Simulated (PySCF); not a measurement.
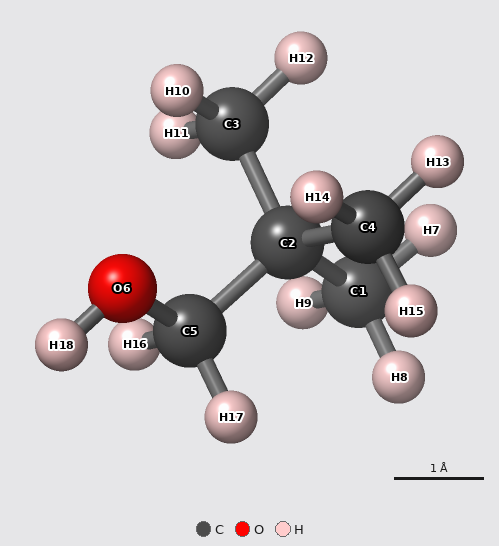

The structure (ball-and-stick view, seen at a tilt; atoms are numbered from 1 in the order of the input).

## NMR shielding calculation of C₅H₁₂O

System: C₅H₁₂O, SMILES CC(C)(C)CO.
Method: GIAO PBE0/def2-SVP NMR shielding, non-relativistic, gas phase (PySCF 2.14.0).

The geometry comes from this level: PBE0-D3(BJ)/def2-SVP. Figures and captions count atoms from 1; the log counts them from 0 in places.

## Input
```
{"job": {"kind": "nmr", "xc": "PBE0", "basis": "def2-SVP", "pop": true}, "charge": 0, "multiplicity": 1}
C     -0.667138    -0.948511    -1.188989
C     -0.158801    -0.106236    -0.019570
C      0.066794    -0.994146     1.205366
C     -1.171734     0.990506     0.313384
C      1.167146     0.535459    -0.431011
O      1.665442     1.312904     0.626120
H     -1.629247    -1.420941    -0.936064
H     -0.827328    -0.332519    -2.088878
H      0.042722    -1.750855    -1.446630
H      0.483728    -0.407902     2.036512
H      0.772247    -1.809932     0.978182
H     -0.879533    -1.449376     1.538685
H     -2.127677     0.553514     0.643755
H     -0.790515     1.638923     1.115071
H     -1.374723     1.621357    -0.567353
H      1.878071    -0.269454    -0.712228
H      0.995689     1.149448    -1.339621
H      2.498543     1.704695     0.351034
```

The first line tells a small driver script what to run in PySCF; the rest is the geometry in Å.

Hardware: 1 CPU thread, shared host.

Launched with:
```bash
OMP_NUM_THREADS=1 python <driver script> task.json out
```

## The program's output
```
coarse grid: 13960 points
cycle   1  E = -272.3186907006  dE =  3.929e-01  |g| = 6.530e-01  |ddm| = 3.949e+00
cycle   2  E = -272.2595598758  dE =  5.913e-02  |g| = 8.626e-01  |ddm| = 1.703e+00
cycle   3  E = -272.4103322624  dE = -1.508e-01  |g| = 6.399e-02  |ddm| = 1.064e+00
cycle   4  E = -272.4110094553  dE = -6.772e-04  |g| = 2.950e-02  |ddm| = 8.714e-02
cycle   5  E = -272.4112138495  dE = -2.044e-04  |g| = 4.591e-03  |ddm| = 3.446e-02
cycle   6  E = -272.4112181260  dE = -4.277e-06  |g| = 1.777e-03  |ddm| = 6.498e-03
final grid: 131712 points
cycle   7  E = -272.4579815467  dE = -3.942e-05  |g| = 1.078e-02  |ddm| = 3.773e-02
cycle   8  E = -272.4579626244  dE =  1.892e-05  |g| = 1.416e-02  |ddm| = 2.633e-02
cycle   9  E = -272.4580102125  dE = -4.759e-05  |g| = 8.275e-04  |ddm| = 1.523e-02
cycle  10  E = -272.4580103516  dE = -1.391e-07  |g| = 2.174e-04  |ddm| = 1.054e-03
cycle  11  E = -272.4580103607  dE = -9.119e-09  |g| = 4.948e-05  |ddm| = 2.482e-04
cycle  12  E = -272.4580103612  dE = -4.600e-10  |g| = 2.011e-05  |ddm| = 6.782e-05
```

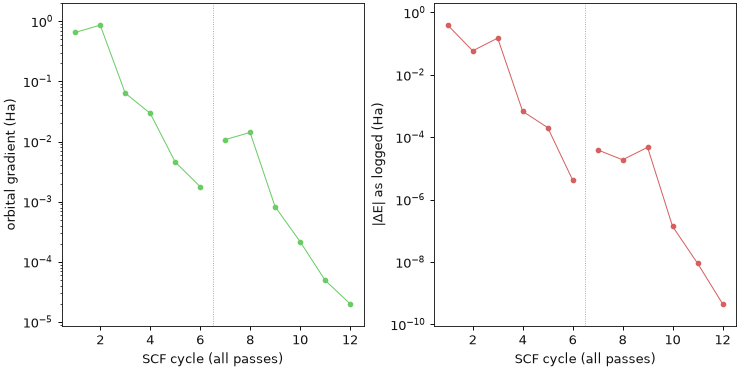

Convergence of the self-consistent field: orbital gradient and size of the energy change against the SCF cycle. The dotted line marks the change from a coarse to the final integration grid. The first 6 cycles use a coarse grid, the final grid takes over at cycle 7, and the field converges after 12 cycles in all.

```
converged SCF energy = -272.4580103612

GIAO shielding tensors (ppm)
atom      isotropic    diamagn.    paramagn.     s11        s22        s33       span
  0 C      165.049     245.466     -80.417    148.395    153.093    193.658     45.263
  1 C      163.333     243.881     -80.547    158.729    161.586    169.685     10.955
  2 C      167.167     245.281     -78.114    147.550    161.712    192.237     44.687
  3 C      167.139     245.290     -78.151    147.516    161.596    192.304     44.789
  4 C      122.075     245.648    -123.574    103.389    113.586    149.249     45.860
  5 O      315.564     383.244     -67.680    282.751    287.500    376.442     93.691
  6 H       30.487      30.640      -0.153     27.164     28.076     36.221      9.057
  7 H       30.740      30.896      -0.156     27.049     28.240     36.932      9.883
  8 H       30.744      30.898      -0.155     27.037     28.242     36.952      9.916
  9 H       29.612      30.487      -0.874     25.269     28.660     34.908      9.639
 10 H       30.841      30.935      -0.094     27.229     27.888     37.406     10.177
 11 H       30.728      30.814      -0.086     27.048     28.728     36.407      9.360
 12 H       30.730      30.815      -0.085     27.045     28.733     36.412      9.367
 13 H       29.615      30.483      -0.868     25.265     28.661     34.919      9.654
 14 H       30.837      30.932      -0.095     27.221     27.895     37.395     10.174
 15 H       28.157      31.957      -3.800     23.729     29.094     31.648      7.920
 16 H       28.160      31.959      -3.798     23.757     29.074     31.650      7.893
 17 H       31.539      29.938       1.601     21.396     27.378     45.841     24.445
```

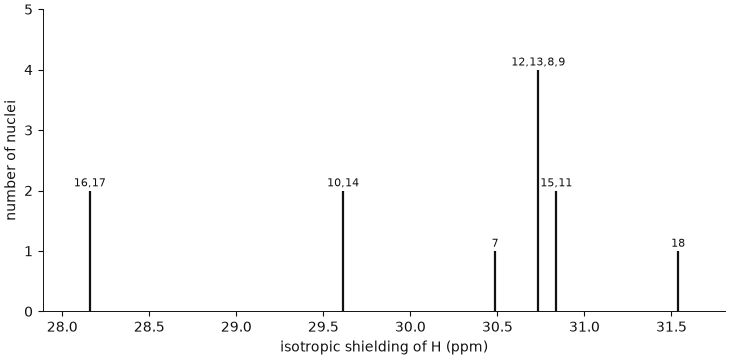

Isotropic shieldings of the hydrogen nuclei in this fixed geometry, labelled by atom number; shielding grows to the right, so chemical shift grows to the left. The least shielded is H16 (28.2 ppm), the most shielded H18 (31.5 ppm).

## Summary

```json
{"quantity": "outcome", "value": "converged"}
{"quantity": "total energy", "value": "−272.458010 hartree"}
{"quantity": "HOMO", "value": "−7.59 eV"}
{"quantity": "LUMO", "value": "1.57 eV"}
{"quantity": "dipole moment", "value": "1.47 D"}
{"quantity": "isotropic shielding, C", "value": "122.1 to 167.2 ppm"}
{"quantity": "isotropic shielding, O", "value": "315.6 ppm"}
{"quantity": "isotropic shielding, H", "value": "28.2 to 31.5 ppm"}
{"quantity": "wall time", "value": "22 s"}
{"quantity": "peak memory", "value": "0.68 GiB"}
```
